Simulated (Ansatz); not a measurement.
**AsH3 (SMILES [H][As]([H])[H]) at r2SCAN/STO-3G**

What is the electronic atomisation energy of AsH3 at r2SCAN/STO-3G? 

The calculation is run with Ansatz 0.2.0.

32 further runs of the same task are left out: 2 that didn't finish, 30 set aside as unsound or not needed.

## (1) The molecule

The species is AsH3 (4 atoms), meant as a singlet with charge 0. SMILES: `[H][As]([H])[H]`. Geometry: a GFN2-xTB relaxation, a rough one for these elements and not checked as a minimum.

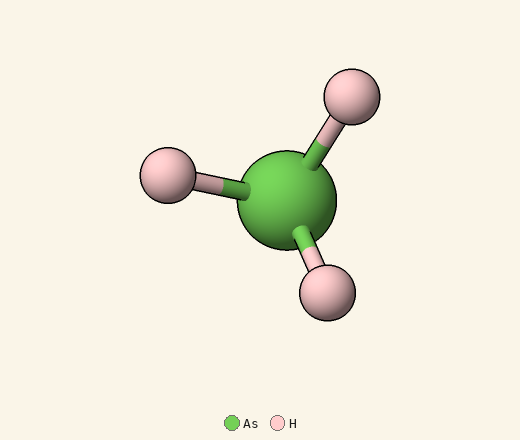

Viewed from a chosen angle; arsenic green, hydrogen pink.

## (2) A single-point energy at r2SCAN/STO-3G

File molecule.yaml:

```yaml
crystal:
  periodic: [false, false, false]
  atoms:
    - {symbol: As, position_ang: [-0.004370, 0.005540, 0.655970]}
    - {symbol: H, position_ang: [1.216520, -0.029700, -0.207950]}
    - {symbol: H, position_ang: [-0.582780, 1.061080, -0.232340]}
    - {symbol: H, position_ang: [-0.629370, -1.036930, -0.215680]}
basis:
  gaussian: {orbitals: STO-3G}
hamiltonian: {xc: r2scan}
accuracy: high
```

On the command line:

```sh
$ ansatz run molecule.yaml --threads 1 --pin off --max-ram 2610MiB --events-out events.jsonl --progress --plain --runs-dir runs
```

The program printed:

```text
Warning: RAYON_NUM_THREADS=1 ignored (pool sized by the plan → 1); use --threads N
Functional definition: r2SCAN
  name "r2SCAN"
  parameter k0 = 0.174
  parameter k1 = 0.065
  parameter a1 = 4.9479
  exchange = r2scan_x(k0 = k0, k1 = k1, a1 = a1)
  correlation = r2scan_c
262 factors; integrals over basis functions are off by at most 5.9e-9 eV
mean field evaluation 1: about -60203.7696 eV, gradient 5.3e0 eV
mean field evaluation 2: about -60203.8301 eV, gradient 2.8e0 eV
mean field evaluation 4: about -60203.8624 eV, gradient 6.9e-3 eV
mean field evaluation 8: about -60203.8166 eV, gradient 3.5e-4 eV
mean field -60203.81664635 eV, -2212.4494541409 hartree, gradient 6.5e-9 eV, S^2 0.000000; 0 other end points of the search recorded, 0 dependent functions left out
reference -60203.81664669 eV, -2212.4494541531 hartree; 18, 18 occupied and 3, 3 virtual orbitals, 262 factors
Total energy: -60203.81664669 eV, -2212.4494541531 hartree
```

Wall time 1.9 s (1 thread of Arm Neoverse V1, shared host); peak memory 0.12 GiB.

## (3) The As atom, same level

File in.yaml:

```yaml
basis:
  gaussian:
    orbitals: STO-3G
crystal:
  periodic: [false, false, false]
  atoms:
    - symbol: As
      position_ang: [0.000000, 0.000000, 0.000000]
accuracy: high
magnetization:
  spin_polarized: true
  initial_magnetization: 3
total_charge: 0
hamiltonian:
  xc: r2scan
```

Run the same way, it converges to -2210.56531 Eh (log not shown).

## (4) The H atom at the same level

File in.yaml:

```yaml
crystal:
  periodic: [false, false, false]
  atoms:
    - {symbol: H, position_ang: [0.000000, 0.000000, 0.000000]}
basis:
  gaussian:
    orbitals: STO-3G
magnetization:
  spin_polarized: true
  initial_magnetization: 1
hamiltonian:
  xc: r2scan
accuracy: high
```

On the command line:

```sh
$ ansatz run in.yaml --threads 1 --pin off --max-ram 2610MiB --events-out events.jsonl --progress --plain --runs-dir runs
```

The program printed (excerpt; [...] marks lines left out):

```text
Warning: RAYON_NUM_THREADS=1 ignored (pool sized by the plan → 1); use --threads N
[... 7 set-up lines as earlier in the session ...]
1 factors; integrals over basis functions are off by at most 4.6e-10 eV
mean field evaluation 1: about -12.6930 eV, gradient 0.0e0 eV
mean field evaluation 2: about -12.6930 eV, gradient 0.0e0 eV
mean field -12.69300701 eV, -0.4664594041 hartree, gradient 0.0e0 eV, S^2 0.750000; 0 other end points of the search recorded, 0 dependent functions left out
reference -12.69300747 eV, -0.4664594207 hartree; 1, 0 occupied and 0, 1 virtual orbitals, 1 factors
Total energy: -12.69300747 eV, -0.4664594207 hartree
```

Wall time 0.32 s (1 thread of Arm Neoverse V1, shared host).

## (5) Outcome

At r2SCAN/STO-3G:

| quantity | value |
| --- | --- |
| molecule: total energy | -2212.44945 Eh |
| As atom: total energy | -2210.56531 Eh |
| As atom: ⟨S²⟩ | 3.750 |
| H atom: total energy | -0.46646 Eh |
| H atom: ⟨S²⟩ | 0.750 |
| electronic atomisation energy | 13.191 eV |

**Reading.** Taking the molecule apart into free atoms costs 13.19 eV (304 kcal/mol), before zero-point energy and without spin-orbit coupling. In a minimal basis such a difference can be off by several eV, whatever the method.
